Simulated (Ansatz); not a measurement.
Molecule (SMILES): O (H2O).
Atoms: O1, H2, H3. Bonds: O1-H2, O1-H3.

Basis-set convergence of the optimised O1-H2 bond length at CCSD(T) with Ansatz (an electronic-structure program). The reference of a correlated method is not its basis-set limit, which lies further on. All functions are spherical. Cores are frozen. Core-valence sets carry the plain set on hydrogen. No added dispersion term, no relativity. Reference: the value in def2-QZVPP, 0.9581 Å, itself unsure by roughly 0.0002 Å (its distance from cc-pVQZ). Deviations are taken from unrounded values. Cost is core time over that of aug-cc-pVDZ, rough, on shared machines of one kind; a dash marks a row that isn't timed (too short, read off another run, short of memory, by another algorithm or on other hardware). It counts the whole optimisation.

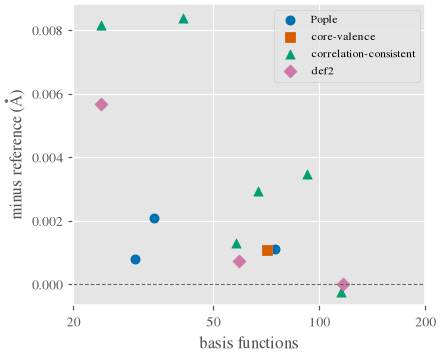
*Deviation from the reference against the number of basis functions, by family of sets.*

```json
[
 {"basis": "cc-pVDZ", "functions": "24", "optimised O1-H2 bond length (Å)": "0.9663", "minus reference (Å)": "0.0082", "cost": "-"},
 {"basis": "def2-SVP", "functions": "24", "optimised O1-H2 bond length (Å)": "0.9638", "minus reference (Å)": "0.0057", "cost": "-"},
 {"basis": "6-311G**", "functions": "30", "optimised O1-H2 bond length (Å)": "0.9589", "minus reference (Å)": "0.0008", "cost": "-"},
 {"basis": "6-311+G**", "functions": "34", "optimised O1-H2 bond length (Å)": "0.9602", "minus reference (Å)": "0.0021", "cost": "0.6×"},
 {"basis": "aug-cc-pVDZ", "functions": "41", "optimised O1-H2 bond length (Å)": "0.9665", "minus reference (Å)": "0.0084", "cost": "1×"},
 {"basis": "cc-pVTZ", "functions": "58", "optimised O1-H2 bond length (Å)": "0.9594", "minus reference (Å)": "0.0013", "cost": "2×"},
 {"basis": "def2-TZVPP", "functions": "59", "optimised O1-H2 bond length (Å)": "0.9589", "minus reference (Å)": "0.0007", "cost": "2×"},
 {"basis": "jun-cc-pV(T+d)Z", "functions": "67", "optimised O1-H2 bond length (Å)": "0.9611", "minus reference (Å)": "0.0029", "cost": "3×"},
 {"basis": "cc-pCVTZ", "functions": "71", "optimised O1-H2 bond length (Å)": "0.9592", "minus reference (Å)": "0.0011", "cost": "4×"},
 {"basis": "6-311++G(3df,3pd)", "functions": "75", "optimised O1-H2 bond length (Å)": "0.9592", "minus reference (Å)": "0.0011", "cost": "4×"},
 {"basis": "aug-cc-pVTZ", "functions": "92", "optimised O1-H2 bond length (Å)": "0.9616", "minus reference (Å)": "0.0035", "cost": "10×"},
 {"basis": "cc-pVQZ", "functions": "115", "optimised O1-H2 bond length (Å)": "0.9579", "minus reference (Å)": "-0.0002", "cost": "20×"},
 {"basis": "def2-QZVPP", "functions": "117", "optimised O1-H2 bond length (Å)": "0.9581", "minus reference (Å)": "0.0000", "cost": "20×"}
]
```
